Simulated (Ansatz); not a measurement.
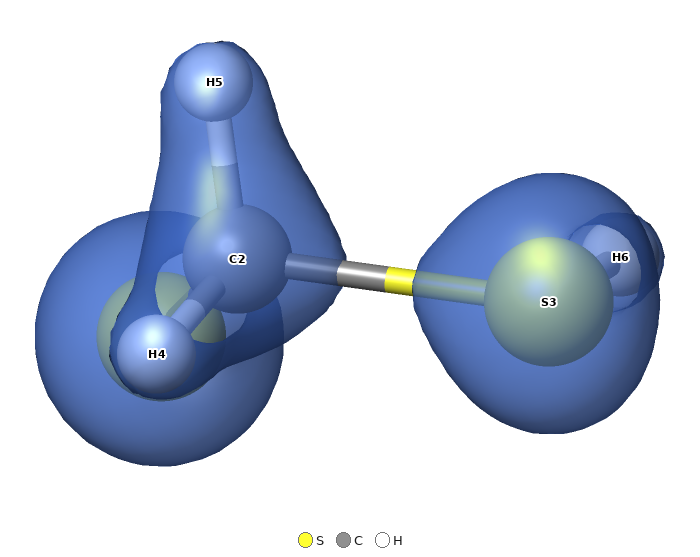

CH₃S₂ (SMILES [S-]CS) (charge −1). Isosurface of the electron density at 1 e/Å³ (blue), seen from one side.

The highest occupied orbital lies above zero, a sign that basis and functional describe the outermost electron poorly.

Level of theory: RKS PBE-D4/6-31G* (Ansatz).

Input

```
crystal:
  periodic: [false, false, false]
  atoms:
    - { symbol: S, position_ang: [0.73132, 0.61554, -1.51692] }
    - { symbol: C, position_ang: [-0.40205, -0.00441, -0.35364] }
    - { symbol: S, position_ang: [0.34557, -0.66113, 1.3069] }
    - { symbol: H, position_ang: [-0.94496, -0.88311, -0.71046] }
    - { symbol: H, position_ang: [-1.10111, 0.75902, -0.00355] }
    - { symbol: H, position_ang: [1.37123, 0.17409, 1.27766] }
total_charge: -1
basis:
  gaussian: { orbitals: "6-31G*" }
hamiltonian:
  xc: pbe
  dispersion: d4
relax:
  f_tol: 0.015
  max_steps: 40
output:
  orbitals: {}
```

Command:

```sh
ansatz run input.yaml --threads 1 --pin off --max-ram 2048MiB --backend cpu --events-out ev --progress --plain --runs-dir out
```

The fields are those of the relaxed geometry.

How is the density connected at this value?

At this value the surface falls into two separate pieces. It bridges the shortest C–S (1.78 Å), C–H (1.10 Å) and S–H (1.36 Å) contacts, where the density stays above the isovalue. It is pinched off along the shortest C–S (1.98 Å) contacts. On the grid the lowest density along these lines, outside the cores, is 1.2 e/Å³ (C–S, 1.78 Å), 1.8 e/Å³ (C–H, 1.10 Å), 0.86 e/Å³ (C–S, 1.98 Å) and 1.3 e/Å³ (S–H, 1.36 Å).
